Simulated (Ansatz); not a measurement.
**A hypothetical structure for Si3PtW**

This structure for Si3PtW is made up. Its elements were placed in a known structure type with a cell scaled to their sizes. What cell does the guess relax to, and how far off was it?

Main program and level: Ansatz 0.2.0; DFT, PBE, plane-wave PAW, files of the set soft_1, scalar-relativistic, no spin, cell and ions relaxed at zero pressure; PAW set soft_1.

## (1) Set-up

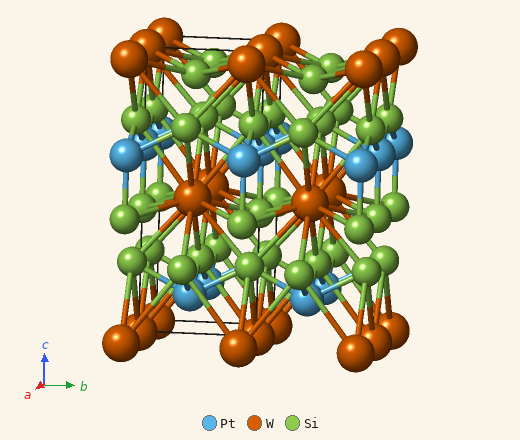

The starting structure, seen slightly off an axis (platinum blue, tungsten orange, silicon green). 2×2×1 cells are drawn. This picture shows the conventional cell, with its axes. Some periodic images of atoms are drawn too.

## (2) Relaxing cell and atoms

The guessed cell has no reason to be at equilibrium. It is relaxed with the atoms, within the space group of the guess.

File input.yaml:

```yaml
crystal:
  lattice:
    - [-2.0055, 2.0055, 4.8295]
    - [2.0055, -2.0055, 4.8295]
    - [2.0055, 2.0055, -4.8295]
  atoms:
    - { symbol: Pt, position: [0.6579, 0.6579, 0.0] }
    - { symbol: W, position: [0.9968, 0.9968, 0.0] }
    - { symbol: Si, position: [0.764, 0.264, 0.5] }
    - { symbol: Si, position: [0.264, 0.764, 0.5] }
    - { symbol: Si, position: [0.4331, 0.4331, 0.0] }
kpoints:
  mp_grid: { grid: [9, 9, 9] }
scf:
  occupations: { method: fermi_dirac, width: 0.05 }
hamiltonian:
  xc: pbe
  pseudopotentials: { kind: paw, azcp: { folder: soft_1 } }
relax:
  f_tol: 0.015
  max_steps: 70
  cell: {}
output:
  forces: true
  stress: true
```

The run is started by

```console
> ansatz run input.yaml --threads 4 --pin off --max-ram 8192MiB --backend cpu --events-out ev --progress --plain --runs-dir out
```

Numbers of over 12 decimals in the logs are rounded to 6 here.

The log of the run:

```text
Engine: ansatz 0.2.0, aarch64-unknown-linux-gnu
Pseudopotentials: kind: paw
Pseudopotential: Pt, paw, valence charge 18, recommended cutoff 420 eV (normal), soft_1/Pt.paw.azcp
Pseudopotential: W, paw, valence charge 14, recommended cutoff 420 eV (normal), soft_1/W.paw.azcp
Pseudopotential: Si, paw, valence charge 4, recommended cutoff 420 eV (normal), soft_1/Si.paw.azcp
Functional definition: PBE
  parameter kappa = 0.804
  parameter beta = 0.066725
  exchange = pbe_x(kappa = kappa, mu = beta*pi^2/3)
  correlation = pbe_c(beta = beta)
Crystal: 5 atoms, lattice volume = 77.698 Å³
Basis set: ecut = 420 eV, 1509 PW (Γ), exchange–correlation on 80×80×80 points (8 copies of the dense FFT grid, shifted against one another)
Bands: 27, of which v1, the nominal top of the filled ones, is band 22 counted from 1 (21 counted from 0)
Symmetry: 8 space group operations
Space group: I4mm (ITA 107), of the structure as read, at distance tolerance 4.3e-5 Å
k-points: 75 of 729 (time reversal used)
Non-local potential: Pt, projectors of the file, l = 0: 3, l = 1: 2, l = 2: 2, l = 3: 1
Non-local potential: W, projectors of the file, l = 0: 3, l = 1: 2, l = 2: 2, l = 3: 1
Non-local potential: Si, projectors of the file, l = 0: 2, l = 1: 2, l = 2: 1
PAW form: soft (Blöchl's): semilocal exchange-correlation on the pseudo side does not see the compensation charge
PAW one-centre angular grid: Pt, 590 points (default); XC on 64 Gauss nodes
PAW one-centre angular grid: W, 590 points (default); XC on 64 Gauss nodes
PAW one-centre angular grid: Si, 110 points (default); XC on 64 Gauss nodes
Initial density: superposition of atomic densities (chi_scale 0.1, normalization cell, long waves kept (reshape's long-wave potential 0.00 eV rms))
Initial wavefunctions: pseudopotential atomic-orbital guess
Functional: x = pbe(κ = 0.804, μ = 0.219515), c = pbe(β = 0.066725)
SCF iter   1: F=—  HF=-24817.131299 eV  |F-HF|=—  |Δ(HF+E_count)|=         —  Δρ=9.66e-2  dr2=1.25e1  ethr=3.10e-3  ⟨swp⟩=6.1  Hψ=9447  notcnv=0
preconditioner: auto → Kerker (q_TF=auto, 2.482 Å⁻¹)  [metal: Δε(μ)=0.005 eV  Ē_g=6.904 eV  σ=0.050 eV  W_gap=0.02  n_scr=14 (ndim 8)  ℏωp=22.3 eV  f_vac=0.000  D(μ)=4.72/eV (n_scr^D=36)]
SCF iter   2: F=—  HF=-24815.154282 eV  |F-HF|=—  |Δ(HF+E_count)|=    1.98e0  Δρ=4.22e-2  dr2=2.58e0  ethr=3.10e-3  ⟨swp⟩=2.5  Hψ=4501  notcnv=0
SCF iter   3: F=—  HF=-24814.699772 eV  |F-HF|=—  |Δ(HF+E_count)|=   4.55e-1  Δρ=8.29e-3  dr2=8.13e-2  ethr=3.10e-3  ⟨swp⟩=2.1  Hψ=3312  notcnv=0
SCF iter   4: F=—  HF=-24814.683984 eV  |F-HF|=—  |Δ(HF+E_count)|=   1.58e-2  Δρ=1.66e-3  dr2=4.46e-3  ethr=1.85e-4  ⟨swp⟩=2.7  Hψ=3544  notcnv=0
SCF iter   5: F=—  HF=-24814.682891 eV  |F-HF|=—  |Δ(HF+E_count)|=   1.09e-3  Δρ=4.29e-4  dr2=2.54e-4  ethr=1.01e-5  ⟨swp⟩=2.2  Hψ=2856  notcnv=0
SCF iter   6: F=—  HF=-24814.682856 eV  |F-HF|=—  |Δ(HF+E_count)|=   3.49e-5  Δρ=1.01e-4  dr2=1.06e-5  ethr=5.78e-7  ⟨swp⟩=2.1  Hψ=2728  notcnv=0
SCF iter   7: F=—  HF=-24814.682852 eV  |F-HF|=—  |Δ(HF+E_count)|=   3.47e-6  Δρ=2.84e-5  dr2=6.93e-7  ethr=2.42e-8  ⟨swp⟩=2.4  Hψ=3264  notcnv=0
SCF iter   8: F=-24814.682852 eV  HF=-24814.682852 eV  |F-HF|=5.70e-9  |Δ(HF+E_count)|=   8.61e-8  Δρ=4.42e-6  dr2=1.93e-8  ethr=2.27e-10  ⟨swp⟩=4.1  Hψ=6823  notcnv=0
SCF 1 converged in 8 iterations: F = -24814.682852 eV  dr2 = 1.93e-8
  greatest PAW one-centre occupation: 1.000 electrons in one spin orbital (limit 2), on the Pt atom at site 0 (counted from 0), in its partial waves of l = 0
relax step   1: F+E_penalty+E_count = -24814.68285230 eV  Δ(F+E_penalty+E_count) = +0.000e0 eV  max|allowed force component| = 3.227e0 eV/Å  Δτ_max = 0.0000 Å  P = +7.068 GPa  Ω = 77.698 Å³  (8 SCF iters, dr2 threshold 1.00e-7 eV, accepted)
Crystal: 5 atoms, lattice volume = 79.006 Å³
Basis set: ecut = 420 eV, 1573 PW (Γ), exchange–correlation on 80×80×80 points (8 copies of the dense FFT grid, shifted against one another)
Initial density: handed on by an earlier stage of this run
Initial wavefunctions: those handed on with the density
iter 1 solved again at ethr=7.98e-4 eV; its pass at ethr=3.10e-3 eV (dr2=3.51e-1 eV) is discarded
SCF iter   1: F=—  HF=-24816.044849 eV  |F-HF|=—  |Δ(HF+E_count)|=         —  Δρ=1.52e-2  dr2=3.56e-1  ethr=7.98e-4  ⟨swp⟩=1.0  Hψ=11277  notcnv=0
preconditioner: auto → Kerker (q_TF=auto, 2.475 Å⁻¹)  [metal: Δε(μ)=0.039 eV  Ē_g=6.813 eV  σ=0.050 eV  W_gap=0.19  n_scr=14 (ndim 8)  ℏωp=22.1 eV  f_vac=0.000  D(μ)=1.73/eV (n_scr^D=10)]
SCF iter   2: F=—  HF=-24815.990744 eV  |F-HF|=—  |Δ(HF+E_count)|=   5.41e-2  Δρ=8.97e-3  dr2=1.53e-1  ethr=7.98e-4  ⟨swp⟩=1.1  Hψ=2032  notcnv=0
SCF iter   3: F=—  HF=-24815.951335 eV  |F-HF|=—  |Δ(HF+E_count)|=   3.94e-2  Δρ=1.33e-3  dr2=1.33e-3  ethr=3.47e-4  ⟨swp⟩=2.6  Hψ=3437  notcnv=0
SCF iter   4: F=—  HF=-24815.951130 eV  |F-HF|=—  |Δ(HF+E_count)|=   2.05e-4  Δρ=3.20e-4  dr2=1.41e-4  ethr=3.03e-6  ⟨swp⟩=2.1  Hψ=3213  notcnv=0
SCF iter   5: F=—  HF=-24815.951123 eV  |F-HF|=—  |Δ(HF+E_count)|=   6.69e-6  Δρ=9.19e-5  dr2=8.28e-6  ethr=3.21e-7  ⟨swp⟩=2.2  Hψ=2908  notcnv=0
SCF iter   6: F=-24815.951123 eV  HF=-24815.951123 eV  |F-HF|=6.16e-8  |Δ(HF+E_count)|=   3.52e-8  Δρ=2.21e-5  dr2=3.99e-7  ethr=1.14e-9  ⟨swp⟩=3.1  Hψ=8334  notcnv=0
SCF 2 converged in 6 iterations: F = -24815.951123 eV  dr2 = 3.99e-7
relax step   2: F+E_penalty+E_count = -24815.95112300 eV  Δ(F+E_penalty+E_count) = -1.268e0 eV  max|allowed force component| = 2.124e0 eV/Å  Δτ_max = 0.1950 Å  P = +0.062 GPa  Ω = 79.006 Å³  energy of the carried Pulay correction = -2.975e-4 eV  (6 SCF iters, dr2 threshold 5.00e-7 eV, accepted)
Crystal: 5 atoms, lattice volume = 78.494 Å³
Basis set: ecut = 420 eV, 1557 PW (Γ), exchange–correlation on 80×80×80 points (8 copies of the dense FFT grid, shifted against one another)
iter 1 solved again at ethr=6.57e-4 eV; its pass at ethr=3.10e-3 eV (dr2=2.89e-1 eV) is discarded
SCF iter   1: F=—  HF=-24816.571987 eV  |F-HF|=—  |Δ(HF+E_count)|=         —  Δρ=1.58e-2  dr2=2.96e-1  ethr=6.57e-4  ⟨swp⟩=1.0  Hψ=10544  notcnv=0
preconditioner: auto → Kerker (q_TF=auto, 2.477 Å⁻¹)  [metal: Δε(μ)=0.107 eV  Ē_g=6.966 eV  σ=0.050 eV  W_gap=0.49  n_scr=14 (ndim 8)  ℏωp=22.2 eV  f_vac=0.000  D(μ)=0.62/eV (n_scr^D=0)]
SCF iter   2: F=—  HF=-24816.523802 eV  |F-HF|=—  |Δ(HF+E_count)|=   4.82e-2  Δρ=9.27e-3  dr2=1.23e-1  ethr=6.57e-4  ⟨swp⟩=1.2  Hψ=2040  notcnv=0
preconditioner: auto → none  [insulator: Δε(μ)=0.113 eV  Ē_g=6.965 eV  σ=0.050 eV  W_gap=0.51  n_scr=14 (ndim 8)  ℏωp=22.2 eV  f_vac=0.000  D(μ)=0.70/eV (n_scr^D=0)  ε∞_Penn≈11.1]
SCF iter   3: F=—  HF=-24816.491394 eV  |F-HF|=—  |Δ(HF+E_count)|=   3.24e-2  Δρ=1.39e-3  dr2=3.60e-3  ethr=2.80e-4  ⟨swp⟩=3.0  Hψ=3695  notcnv=0
SCF iter   4: F=—  HF=-24816.490469 eV  |F-HF|=—  |Δ(HF+E_count)|=   9.25e-4  Δρ=3.22e-4  dr2=1.09e-4  ethr=8.19e-6  ⟨swp⟩=2.0  Hψ=3292  notcnv=0
SCF iter   5: F=—  HF=-24816.490456 eV  |F-HF|=—  |Δ(HF+E_count)|=   1.33e-5  Δρ=1.38e-4  dr2=4.41e-5  ethr=2.47e-7  ⟨swp⟩=2.0  Hψ=3120  notcnv=0
SCF iter   6: F=-24816.490445 eV  HF=-24816.490445 eV  |F-HF|=1.62e-7  |Δ(HF+E_count)|=   1.08e-5  Δρ=2.57e-5  dr2=4.28e-7  ethr=1.14e-9  ⟨swp⟩=4.0  Hψ=9022  notcnv=0
SCF 3 converged in 6 iterations: F = -24816.490445 eV  dr2 = 4.28e-7
relax step   3: F+E_penalty+E_count = -24816.49044507 eV  Δ(F+E_penalty+E_count) = -5.393e-1 eV  max|allowed force component| = 1.067e0 eV/Å  Δτ_max = 0.1961 Å  P = +4.711 GPa  Ω = 78.494 Å³  energy of the carried Pulay correction = -1.816e-4 eV  (6 SCF iters, dr2 threshold 5.00e-7 eV, accepted)
[...]
relax step   4: F+E_penalty+E_count = -24816.60195602 eV  Δ(F+E_penalty+E_count) = -1.115e-1 eV  max|allowed force component| = 4.311e-1 eV/Å  Δτ_max = 0.0914 Å  P = +2.710 GPa  Ω = 80.416 Å³  energy of the carried Pulay correction = -6.126e-4 eV  (6 SCF iters, dr2 threshold 5.00e-7 eV, accepted)
[...]
relax step   5: F+E_penalty+E_count = -24816.61689497 eV  Δ(F+E_penalty+E_count) = -1.494e-2 eV  max|allowed force component| = 1.129e-1 eV/Å  Δτ_max = 0.0138 Å  P = -1.041 GPa  Ω = 82.157 Å³  energy of the carried Pulay correction = -9.938e-4 eV  (6 SCF iters, dr2 threshold 5.00e-7 eV, accepted)
[...]
relax step   6: F+E_penalty+E_count = -24816.61909606 eV  Δ(F+E_penalty+E_count) = -2.201e-3 eV  max|allowed force component| = 4.639e-2 eV/Å  Δτ_max = 0.0077 Å  P = +0.080 GPa  Ω = 81.576 Å³  energy of the carried Pulay correction = -8.676e-4 eV  (6 SCF iters, dr2 threshold 5.00e-7 eV, accepted)
[...]
relax step   7: F+E_penalty+E_count = -24816.61917293 eV  Δ(F+E_penalty+E_count) = -7.687e-5 eV  max|allowed force component| = 1.696e-3 eV/Å  Δτ_max = 0.0024 Å  P = -0.040 GPa  Ω = 81.658 Å³  energy of the carried Pulay correction = -8.854e-4 eV  (6 SCF iters, dr2 threshold 1.34e-7 eV, accepted)
[...]
relax step   8: F+E_penalty+E_count = -24816.61918534 eV  Δ(F+E_penalty+E_count) = -1.240e-5 eV  max|allowed force component| = 1.152e-3 eV/Å  Δτ_max = 0.0002 Å  P = -0.001 GPa  Ω = 81.629 Å³  energy of the carried Pulay correction = -8.792e-4 eV  (6 SCF iters, dr2 threshold 7.34e-9 eV, accepted)
Initial wavefunctions: pseudopotential atomic-orbital guess (no wavefunctions were taken with the density)
iter 1 solved again at ethr=1.01e-6 eV; its pass at ethr=3.10e-3 eV (dr2=4.47e-4 eV) is discarded
SCF iter   1: F=—  HF=-24816.619369 eV  |F-HF|=—  |Δ(HF+E_count)|=         —  Δρ=4.82e-4  dr2=5.06e-6  ethr=1.01e-6  ⟨swp⟩=3.1  Hψ=14742  notcnv=0
preconditioner: auto → Kerker (q_TF=auto, 2.461 Å⁻¹)  [metal: Δε(μ)=0.036 eV  Ē_g=6.763 eV  σ=0.050 eV  W_gap=0.17  n_scr=22 (ndim 8)  ℏωp=21.7 eV  f_vac=0.000  D(μ)=1.02/eV (n_scr^D=2)]
SCF iter   2: F=—  HF=-24816.619876 eV  |F-HF|=—  |Δ(HF+E_count)|=   5.07e-4  Δρ=2.45e-4  dr2=1.30e-6  ethr=1.15e-8  ⟨swp⟩=1.9  Hψ=2583  notcnv=0
SCF iter   3: F=—  HF=-24816.620052 eV  |F-HF|=—  |Δ(HF+E_count)|=   1.77e-4  Δρ=2.98e-6  dr2=3.82e-9  ethr=2.95e-9  ⟨swp⟩=2.0  Hψ=3578  notcnv=0
SCF iter   4: F=—  HF=-24816.620052 eV  |F-HF|=—  |Δ(HF+E_count)|=   4.69e-9  Δρ=6.83e-7  dr2=4.29e-10  ethr=8.69e-12  ⟨swp⟩=2.1  Hψ=3052  notcnv=0
iter 5 did not close the SCF: its close was put off for the readings that it lacked (scf_convergence_deferred on its scf_iter line)
SCF iter   5: F=-24816.620052 eV  HF=-24816.620052 eV  |F-HF|=7.28e-12  |Δ(HF+E_count)|=  8.73e-11  Δρ=2.17e-7  dr2=4.35e-11  ethr=1.00e-12  ⟨swp⟩=2.3  Hψ=2983  notcnv=0
SCF iter   6: F=-24816.620052 eV  HF=-24816.620052 eV  |F-HF|=0.00e0  |Δ(HF+E_count)|=  7.28e-12  Δρ=4.20e-8  dr2=2.66e-12  ethr=1.00e-12  ⟨swp⟩=3.0  Hψ=6973  notcnv=0
SCF 9 converged in 6 iterations: F = -24816.620052 eV  dr2 = 2.66e-12
relax step   9: F+E_penalty+E_count = -24816.62005236 eV  Δ(F+E_penalty+E_count) = -8.670e-4 eV  max|allowed force component| = 1.050e-3 eV/Å  Δτ_max = 0.0000 Å  P = -0.005 GPa  Ω = 81.629 Å³  stress off target by 8.18e-3 GPa  SCF on the basis re-selected at this cell (its energy is not comparable with the rows above)  (6 SCF iters)
basis re-selected at this cell: Δ(F+E_penalty+E_count) = -8.670e-4 eV, ΔP = -0.004 GPa vs the last step (what re-selecting the basis moved, of the pressure what is left beyond the Pulay correction that the steps carried, after the strain that the cell walked since its last selection, with what the two solves' SCF thresholds leave and, on support functions, any second-order correction that the steps lacked; it is no m [...]
SCF converged after 6 iterations
Free energy (F): -24816.620052 eV
Harris-Foulkes:  -24816.620052 eV  (|F-HF|=0.00e0)
Internal energy: -24816.611393 eV  (E = F + TS)
E sigma→0 (E₀):  -24816.615723 eV
Entropy (-TS):   -0.008659 eV (-1.732 meV/atom)
Fermi energy:    14.222080 eV
--- Per-component energies (eV) ---
  E_band       = -416.661211
  E_kinetic    = 1149.888913
  E_local      = -3461.715377  (includes V_loc(G=0)·N_el)
  E_nonlocal   = 244.485994
  E_hartree    = 1392.824502
  E_xc         = -672.282396
  E_vxc        = -650.067934  (∫ρ·V_xc dr)
  E_paw        = -19596.224770  (= ΣΔE_a)
  E_vpaw       = -484.903261  (= ΣTr[D̂ρ^β])
  E_aug_tail   = 0.001404  (compensation charges beyond the density's cutoff)
  E_ewald      = -3873.589664
  E_smearing   = -0.008659  (= −TS)
  E_closure    = 0.000000  (closes the sum)
  Σ components = -24816.620052   (vs F -24816.620052, Δ=0.00e0)
--- Forces (eV/Å), atoms counted from 1 ---
  atom   1  Pt     0.00000000     0.00000000     0.00105026
  atom   2  W      0.00000000    -0.00000000    -0.00027240
  atom   3  Si     0.00000000     0.00000000    -0.00015174
  atom   4  Si     0.00000000     0.00000000    -0.00015174
  atom   5  Si    -0.00000000    -0.00000000    -0.00047415
  max |Σ_I F_I| component: 2.34e-7 eV/Å
--- Stress (GPa, compression-positive) ---
       -0.008178       0.000000       0.000000
        0.000000      -0.008178       0.000000
        0.000000       0.000000       0.000340
  P = ⅓ Tr σ = -0.0053 GPa (-0.053 kbar)
--- Relaxed structure (8 steps of the walk, 8 accepted, 1 SCFs on fresh bases) ---
  F+E_penalty+E_count = -24816.62005236 eV   max|allowed force component| = 1.050e-3 eV/Å   (the final SCF, on the basis selected at the relaxed cell)
  cell:  # Å, volume = 81.6293 Å³
    - [-2.011103, 2.011103, 5.045654]
    - [2.011103, -2.011103, 5.045654]
    - [2.011103, 2.011103, -5.045654]
  atoms:
    - { symbol: Pt, position: [0.654319, 0.654319, 1.2353947809755797e-17] }
    - { symbol: W, position: [0.946715, 0.946715, -3.135188103413891e-18] }
    - { symbol: Si, position: [0.792974, 0.292974, 0.5] }
    - { symbol: Si, position: [0.292974, 0.792974, 0.5] }
    - { symbol: Si, position: [0.428818, 0.428818, 7.190611290818417e-18] }
```

Elapsed: 31 s, on 4 threads of Arm Neoverse V2, shared host; peak memory 0.47 GiB.

Step by step:

```csv
step,energy less that of the first step (eV),largest force component (eV/Å),pressure (GPa),volume (Å³)
1,0.0000,3.2272,7.07,77.70
2,-1.2683,2.1243,0.06,79.01
3,-1.8076,1.0671,4.71,78.49
4,-1.9191,0.4311,2.71,80.42
5,-1.9340,0.1129,-1.04,82.16
6,-1.9362,0.0464,0.08,81.58
7,-1.9363,0.0017,-0.04,81.66
8,-1.9363,0.0012,0.00,81.63
9*,-1.9372,0.0010,-0.01,81.63
```

Relaxation steps marked * repeat the geometry before them on a plane-wave basis chosen anew for their cell, so energy and pressure can jump there.

Forces are held to the 8 operations that the run works with; a distortion that breaks them can't arise in this run.

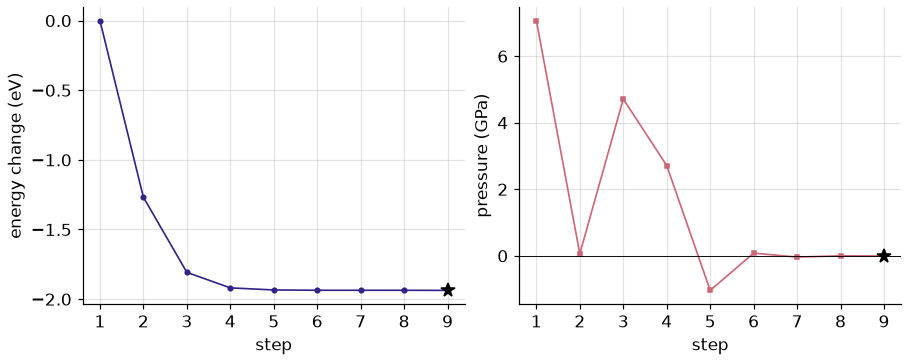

Energy and pressure along the relaxation. Stars mark steps on a basis chosen anew.

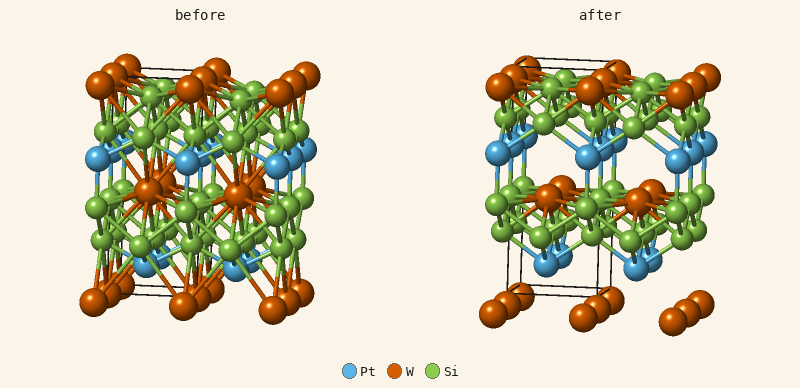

The structure before and after the relaxation, drawn at the same scale. Bonds to atoms that aren't drawn are left out.

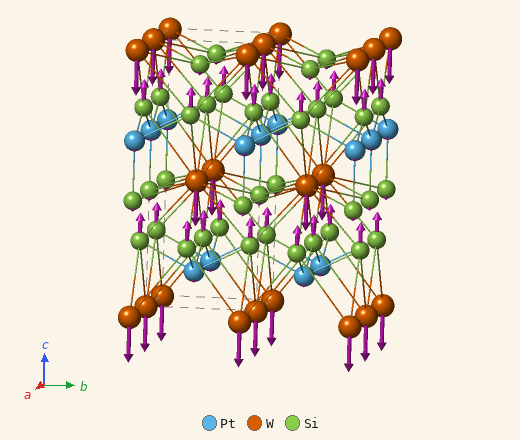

Displacements in the relaxation, exaggerated, measured against the changing cell; the longest in the cell stands for 0.51 Å. 2×2×1 conventional cells are drawn. Some periodic images of atoms are drawn too.

```csv
"conventional cell, symmetrised",before,after,change
a (Å),4.011,4.022,+0.3 %
b (Å),4.011,4.022,+0.3 %
c (Å),9.659,10.091,+4.5 %
volume (Å³/atom),15.54,16.33,+5.1 %
```

The atoms that moved most (Å, as changes of fractional coordinates times the final cell):

```csv
atom,dx,dy,dz,length
W2,0.000,0.000,-0.505,0.505
Si3,0.000,0.000,0.292,0.292
Si4,0.000,0.000,0.292,0.292
Si5,0.000,0.000,-0.043,0.043
Pt1,0.000,0.000,-0.036,0.036
```

The relaxed structure:

```xyz
5
Lattice="-2.0111 2.0111 5.0457 2.0111 -2.0111 5.0457 2.0111 2.0111 -5.0457" Properties=species:S:1:pos:R:3 pbc="T T T"
Pt    0.0000    0.0000    6.6029
W     0.0000    0.0000    9.5536
Si    0.0000    2.0111    2.9565
Si    2.0111    0.0000    2.9565
Si    0.0000    0.0000    4.3273
```

This step gave:

| Property | Result |
| --- | --- |
| free energy | -24816.6201 eV |
| energy at zero smearing | -24816.6157 eV |
| smearing term TS | 0.008659 eV |
| Fermi energy | 14.22 eV |
| electrons | 44 |
| symmetry operations | 8 |
| pressure | -0.005339 GPa |

The shortest distance of each pair, which need not be the same contact before and after:

```csv
pair,guess (Å),relaxed (Å)
Pt–Si,2.171,2.276
Si–Si,2.586,2.434
Si–W,2.902,2.540
Pt–W,3.235,2.951
Pt–Pt,4.011,4.022
```

The relaxation ends with a largest force component of 0.0010 eV/Å and a pressure of -0.01 GPa.

## (3) What came out

```yaml
space_group_relaxed: I4mm
conventional_cell: a = 4.022, b = 4.022, c = 10.091 Å; α = 90.0°, β = 90.0°, γ = 90.0°
volume_per_atom: 16.33 Å³ (guess 15.54)
```

What this shows: Si3PtW relaxes to I4mm with a = 4.022, b = 4.022 and c = 10.091 Å. The guessed volume was 5 % too small. The space group I4mm was held in the relaxation, so the end point is a stationary structure within it and may be a saddle against distortions or other arrangements. Mesh and cutoff weren't tested. Spin-orbit coupling is left out, which can matter for elements this heavy. No dispersion term is used, so weakly bound directions may come out too long. The runs have no spin, and magnetism wasn't tested. Nothing here tests whether the compound is stable against decomposition.

[Logs are printed without paths, hosts, clocks, repeated set-up lines and the standing remarks that a program may print on its own settings, such as how far it seeks lower states.]

[Hosts, paths, dates, database ids (printed as entryN), source tags and the programs' standing remarks are cut or masked in the printed files.]
